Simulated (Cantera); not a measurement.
Input: 1 mol SiH₂Cl₂, 6.6 mol N₂, at 0.000750 bar.

Equilibrium computed with Cantera from the NASA thermochemical tables; the gas is ideal and each condensed phase is pure. Candidate condensed phases: NH₄Cl, Si, Si₃N₄; 28 gas species. N₂ is the only nitrogen source here; it is nearly inert below about 1500 K, so the nitride shown seldom forms there in practice. The tables' values for SiCl₃, SiCl are old estimates; treat these amounts as uncertain. Kinetics and transport are ignored.

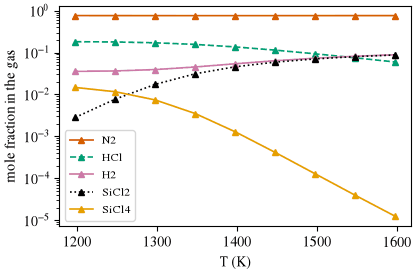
*Equilibrium gas composition (values under 1e-9 drawn at 1e-9)*

Q: Read off the mole fractions at 1348 K.

A: N₂ about 0.76, HCl about 0.16, H₂ about 0.045, SiCl₂ about 0.031, SiCl₄ about 0.0035.
